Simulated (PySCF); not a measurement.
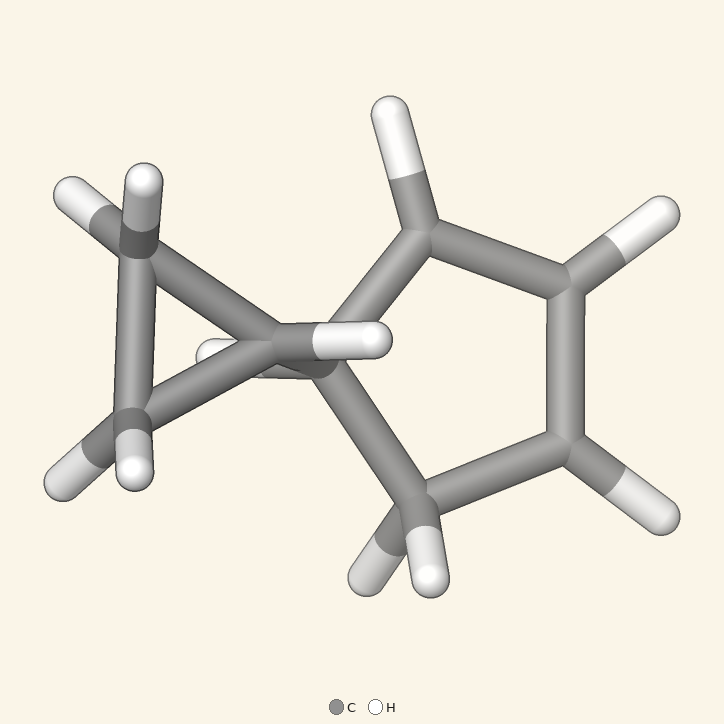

Every bond is drawn as one stick, whatever its order.

State: charge +1, singlet. The geometry was computed by an optimisation with GFN2-xTB. No frequency run is at hand to confirm it as a minimum.

Question: Which formula does it have?

Answer: C₈H₁₁⁺, 19 atoms: 8 carbon and 11 hydrogen.

Question: Name some functional groups or characteristic bonds that it holds.

Answer: Among them: alkene.

Question: How many bonds of each kind are drawn?

Answer: 11 C–H, 9 C–C.

The parts below concern this one geometry. Atoms keep their numbers from picture to picture.

**Symmetry**

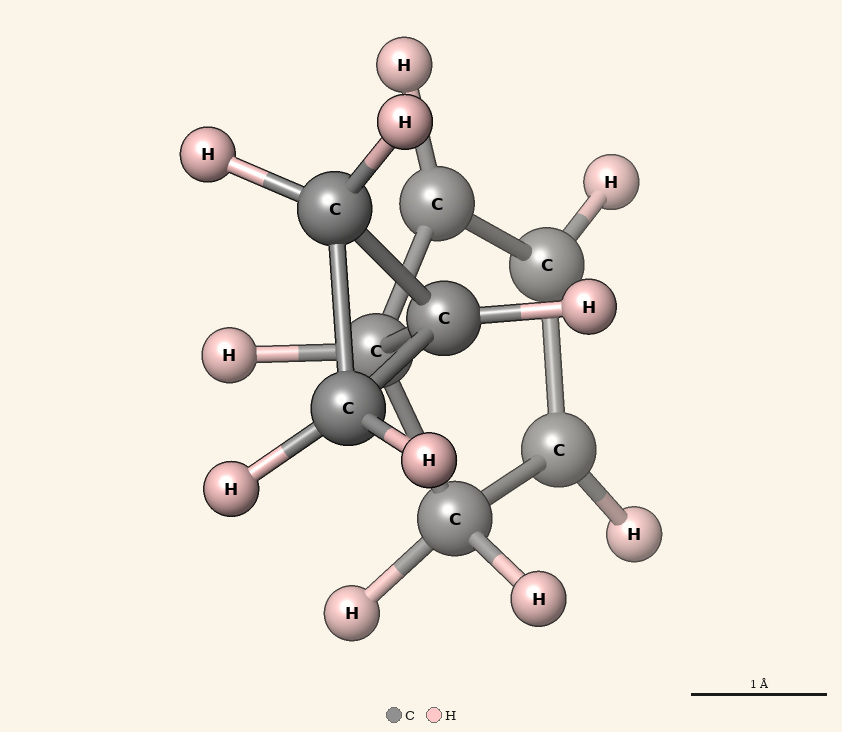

Distant atoms are faded towards the background colour. No frequency run is at hand to confirm it as a minimum. Masses are those of the most abundant isotopes; constants are for the rigid equilibrium geometry.

Question: Classify the rotor and give the rotational constants (cm⁻¹).

Answer: An asymmetric top (C1): A = 0.173, B = 0.0467, C = 0.0398 cm⁻¹. Ray's parameter κ is −0.90, close to the prolate limit.

**Polarisability**

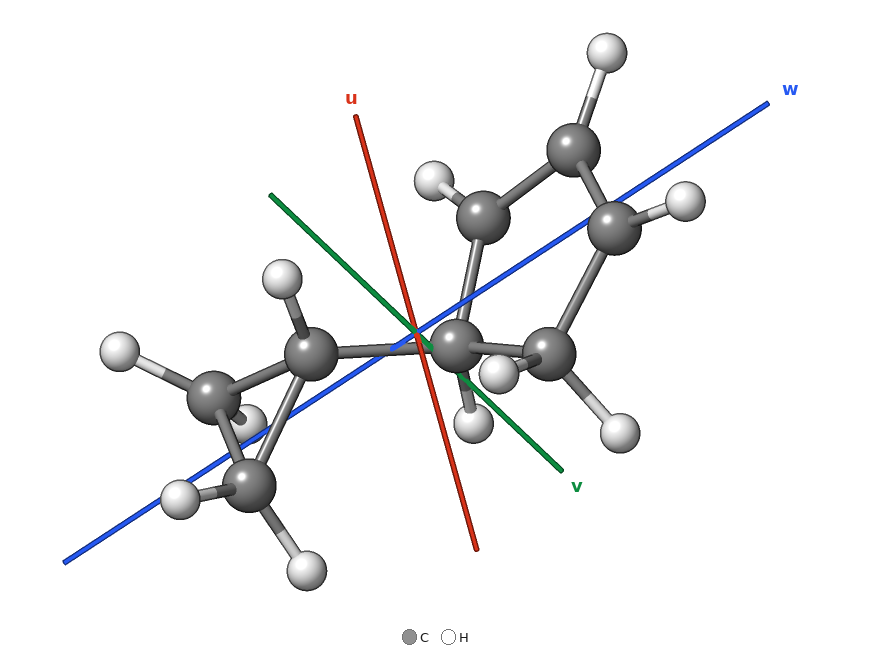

The lines u, v and w are the principal axes of the static dipole polarisability. No frequency run is at hand to confirm it as a minimum. Computed with PBE0/def2-SVPD (PySCF 2.14.0).

Question: Along which axis is the molecule most polarisable, and along which least?

Answer: Most along w, least along v.

Question: Give the three principal values.

Answer: u 84.0, v 60.8, w 109.0 bohr³; mean 84.6, anisotropy 41.7 bohr³.

**Ring current**

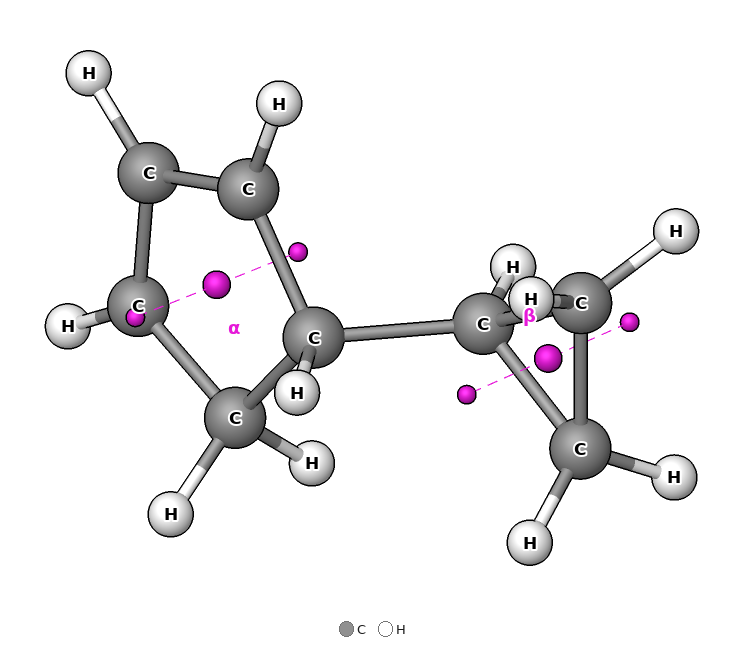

The small points mark where nucleus-independent chemical shifts (NICS) were computed: at the centre of each lettered ring and 1 Å above and below it. No frequency run is at hand to confirm it as a minimum. Method: GIAO PBE0/pcSseg-1 NMR shielding, non-relativistic, gas phase (PySCF 2.14.0).

Give NICS(0), NICS(1) and the out-of-plane component NICS(1)zz for each ring (means of the two sides).

```csv
ring,members,NICS(0),NICS(1),NICS(1)zz
α,C5,1.4,−5.6,−9.6
β,C3,−42.6,−8.2,−21.7
```

Values in ppm.

**NMR shielding**

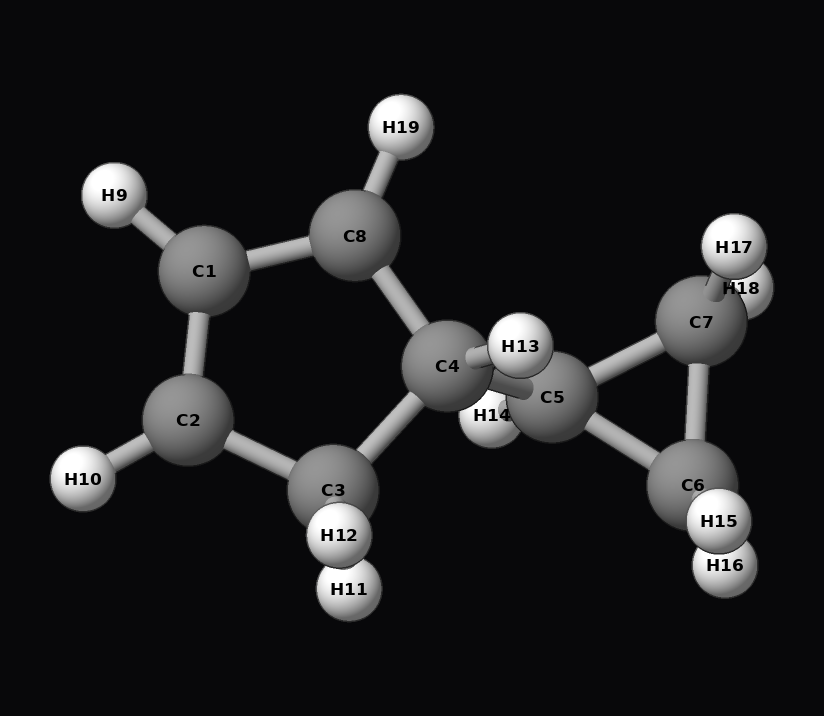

No frequency run is at hand to confirm it as a minimum. Properties computed with GIAO PBE0/pcSseg-1 NMR shielding, non-relativistic, gas phase (PySCF 2.14.0). Principal shieldings σ11 ≤ σ22 ≤ σ33, span Ω = σ33 − σ11, skew κ = 3(σiso − σ22)/Ω.

Give the shielding tensors of the C atoms.

| atom | σ11 | σ22 | σ33 | σiso | Ω | κ |
| --- | --- | --- | --- | --- | --- | --- |
| C1 | −39.0 | −7.7 | 150.9 | 34.7 | 189.9 | 0.67 |
| C2 | −198.0 | −124.7 | 142.3 | −60.1 | 340.3 | 0.57 |
| C3 | 94.5 | 129.9 | 146.3 | 123.6 | 51.8 | −0.37 |
| C4 | 90.0 | 100.9 | 142.1 | 111.0 | 52.1 | 0.58 |
| C5 | 118.2 | 152.0 | 219.2 | 163.1 | 101.0 | 0.33 |
| C6 | 139.0 | 178.0 | 207.3 | 174.8 | 68.3 | −0.14 |
| C7 | 146.1 | 178.3 | 213.4 | 179.3 | 67.2 | 0.04 |
| C8 | −211.5 | −120.5 | 137.0 | −65.0 | 348.5 | 0.48 |

Shieldings and span in ppm.
